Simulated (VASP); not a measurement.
Energy against volume of CsI (CsCl type). Method: PBEsol GGA, VASP's PBE PAW potentials (set 64) (plane waves; VASP).

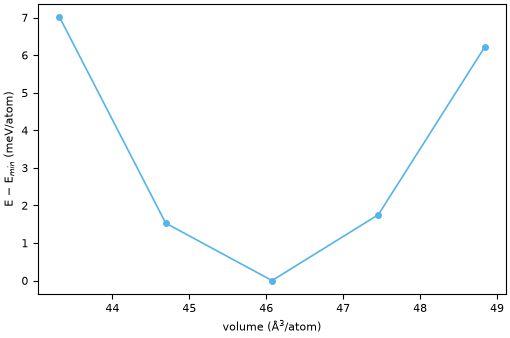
Figure: Energy against volume

Question: Estimate the equilibrium volume and the bulk modulus.

Answer: The minimum lies near 46.0 Å³/atom, and the curvature gives B0 of about 13 GPa.

The compound is CsI in the CsCl type structure. It was relaxed first.
